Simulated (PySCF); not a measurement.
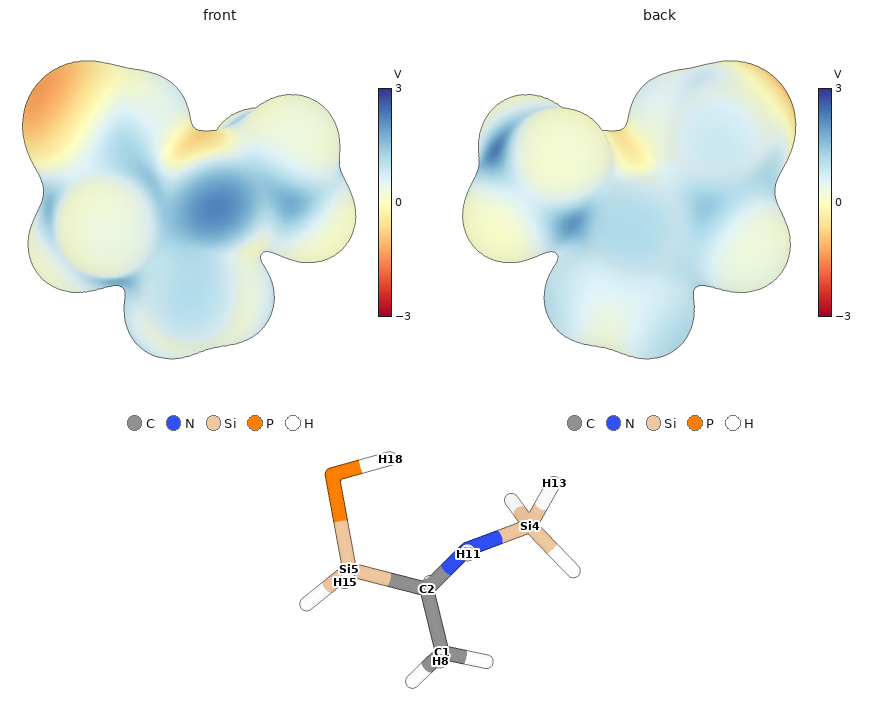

C$_{2}$H$_{12}$NPSi$_{2}$ (SMILES C[C@H](N[SiH3])[SiH2]P). The electrostatic potential painted on the density surface at 0.004 e/bohr³, seen from the front and from behind; red is negative and blue positive. The bare structure is drawn below in the same view.

Geometry: GFN2-xTB.

Level of theory: PBE0/pcSseg-1, SCF density, gas phase, non-relativistic in PySCF 2.14.0.

Input

```
{"job": {"kind": "nmr", "xc": "PBE0", "basis": "pcSseg-1"}, "charge": 0, "multiplicity": 1}
C     -0.918692    -1.771140    -0.392086
C     -0.165490    -0.543064     0.112478
N     -0.334287     0.599318    -0.767214
Si    -1.622951     1.728291    -0.615243
Si     1.720266    -0.867416     0.334439
P      2.796147     1.011446     0.903392
H     -1.977403    -1.542631    -0.508516
H     -0.527154    -2.086684    -1.357557
H     -0.812179    -2.595929     0.307753
H     -0.595235    -0.253940     1.077251
H      0.006381     0.397577    -1.696010
H     -1.537639     2.229931     0.758019
H     -1.327087     2.742886    -1.622639
H     -2.975366     1.186459    -0.825386
H      2.267706    -1.315687    -0.953138
H      1.938449    -1.902769     1.350493
H      2.171818     1.140578     2.133057
H      1.883957     1.849092     0.289267
```

Command:

```sh
OMP_NUM_THREADS=1 python probes_run.py task.json out
```

Describe the electrostatic potential map.

The most negative region (about −1.3 V) lies over P6, the most positive (about +2.2 V) over Si4 and H11.

How polar is the molecule by this calculation?

Its dipole moment is 1.95 D.
